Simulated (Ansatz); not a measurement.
**Cu2S: density, localisation and related maps**

The calculation's input:

```
crystal:
  periodic: [false, false, false]
  atoms:
    - {symbol: Cu, position_ang: [0.566577, 1.186038, -0.576570]}
    - {symbol: Cu, position_ang: [0.123745, -0.667226, 1.264757]}
    - {symbol: S, position_ang: [-0.690322, -0.518802, -0.688187]}
basis:
  gaussian: {orbitals: def2-TZVP, initial_orbitals: start.molden}
hamiltonian: {xc: pbe0, dispersion: d4}
output: {forces: true, orbitals: {seedname: orbitals}}
```

Run with:

```sh
ansatz run in.yaml --threads 4 --pin off --events-out ev --progress --plain --max-ram 3916MiB
```

Geometry: B3LYP-D4/def2-TZVP.

These are results of RKS PBE0-D4/def2-TZVP (Ansatz), not measurements.

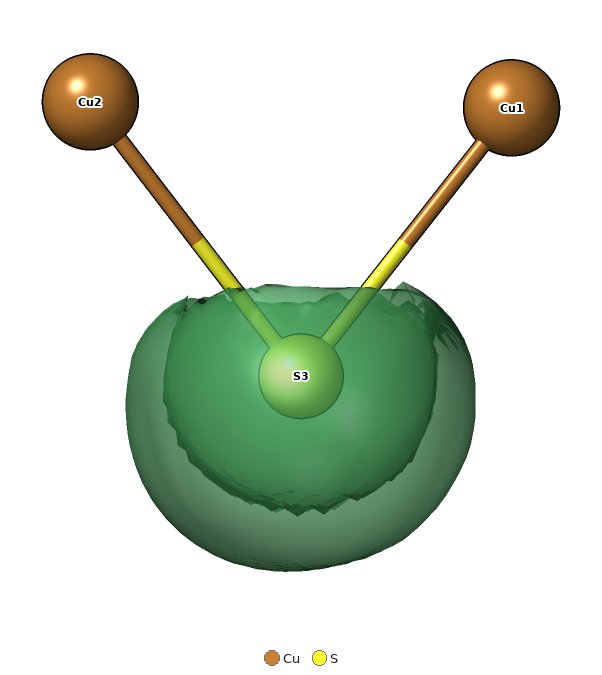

Figure 1. Isosurface of the electron localisation function at 0.8 (green), seen at a tilt. Core shells and regions of very low density are left out.

> Describe the localisation domains.

The ELF exceeds this value in one region wrapped around S (its valence shell). Profiles from the grid: Cu–S (2.12 Å): the ELF peaks at about 0.75 in the valence shell of S, 0.8 Å from its nucleus, and is about 0.45 at the midpoint.

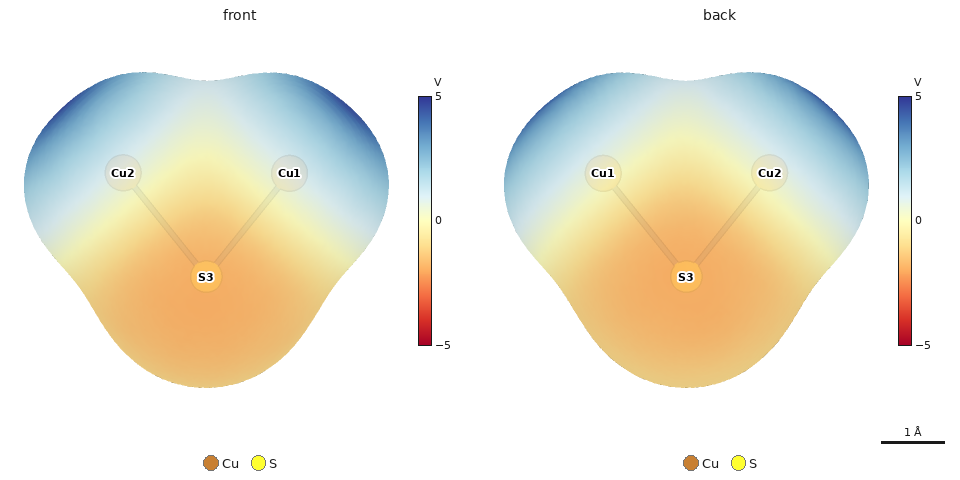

Figure 2. The electrostatic potential painted on the density surface at 0.004 e/bohr³, seen from the front and from behind; the colour scale runs from red (negative) to blue (positive).

> Which sites attract a positive test charge, and which a negative one?

A positive charge is drawn to the negative regions and a negative charge to the positive ones. The most negative region (about −1.9 V) lies over S3, the most positive (about +4.5 V) over Cu1 and Cu2.

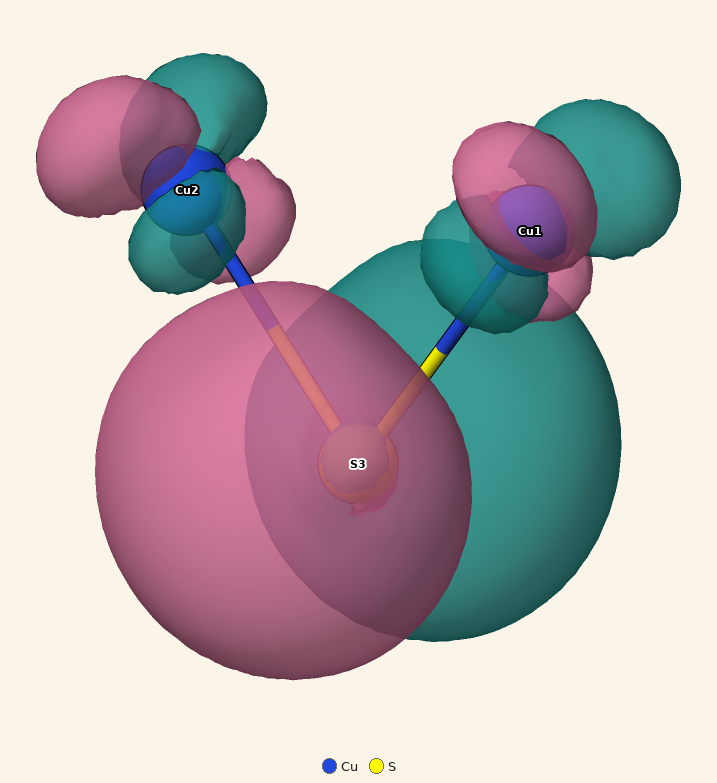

Figure 3. The HOMO at ±0.1 Å⁻³ᐟ² (teal and pink are the two phases), seen at a tilt.

> Describe this orbital and give its energy.

It lies mainly on S3 (about 70 %), Cu1 (about 15 %) and Cu2 (about 15 %); it changes sign across the molecular plane (π type). Its energy is −5.69 eV.
